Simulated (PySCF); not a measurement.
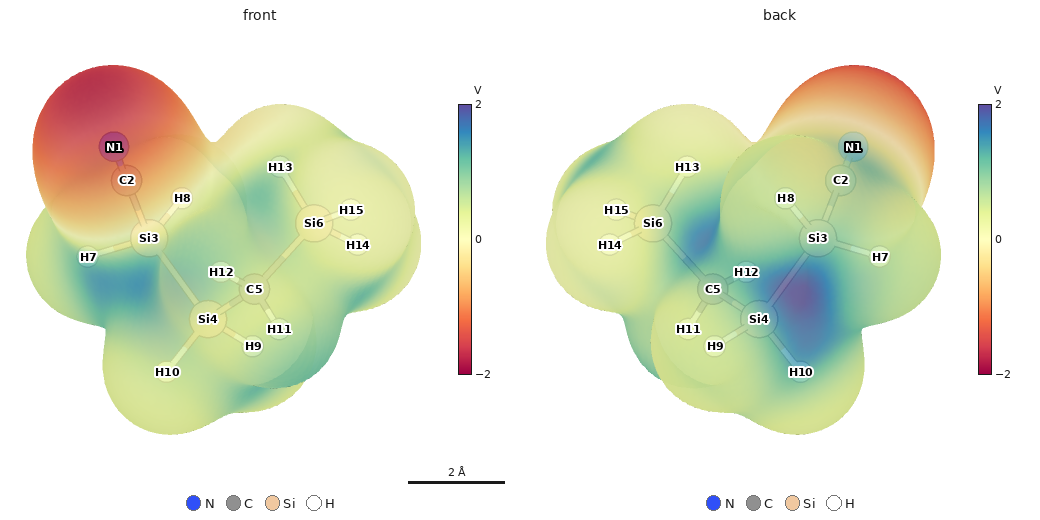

The picture shows: C$_{2}$H$_{9}$NSi$_{3}$ (SMILES N#C[SiH2][SiH2]C[SiH3]). The electrostatic potential painted on the density surface at 0.002 e/bohr³, seen from the front and from behind; the colour scale runs from red (negative) to blue (positive).

Geometry: GFN2-xTB.

Computed with PBE0/pcSseg-1, SCF density, gas phase, non-relativistic in PySCF.

The calculation's input:

```
{"job": {"kind": "nmr", "xc": "PBE0", "basis": "pcSseg-1"}, "charge": 0, "multiplicity": 1}
N      2.825287     1.668840     0.316315
C      2.311557     0.734612     0.738143
Si     1.426072    -0.793554     1.346885
Si    -0.073997    -1.467998    -0.283309
C     -0.712784     0.016863    -1.284764
Si    -1.637176     1.347944    -0.288141
H      2.528567    -1.719386     1.637634
H      0.859530    -0.362034     2.630424
H     -1.217600    -2.164858     0.325950
H      0.549227    -2.433010    -1.205745
H     -1.366835    -0.348674    -2.077421
H      0.132908     0.490998    -1.785833
H     -0.706004     1.968381     0.655888
H     -2.734994     0.715432     0.449856
H     -2.188169     2.354434    -1.197793
```

Launched as:

```sh
OMP_NUM_THREADS=1 python probes_run.py task.json out
```

Which sites attract a positive test charge, and which a negative one?

Answer. A positive charge is drawn to the negative regions and a negative charge to the positive ones. The most negative region (about −1.8 V, or −42 kcal/mol for a unit charge) lies over N1, the most positive (about +1.9 V, or +44 kcal/mol for a unit charge) over Si3. N1 is the likeliest acceptor of a hydrogen bond.

What dipole moment does the calculation give?

Answer. Its dipole moment is 3.59 D.
